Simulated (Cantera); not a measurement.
A closed system holds: 1 mol H₂S, 0.072 mol SO₂, 9.1 mol N₂, at 0.200 bar.

Cantera equilibrium calculation (NASA polynomials, part measured and part estimated; ideal gas, pure solids and liquids). Candidate condensed phases: H₂O, H₂SO₄, S; 35 gas species. Gases not in the tables: S₃ to S₇. Kinetics and transport are ignored.

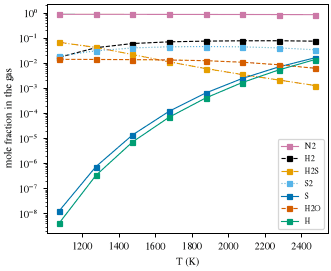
Figure. Equilibrium gas composition (values under 1e-9 drawn at 1e-9)

**Question.** Read off the mole fractions at 2275 K.

**Answer.** N₂ about 0.85, H₂ about 0.077, S₂ about 0.040, H₂O about 0.0085, S about 0.0069, H about 0.0053, H₂S about 0.0021.
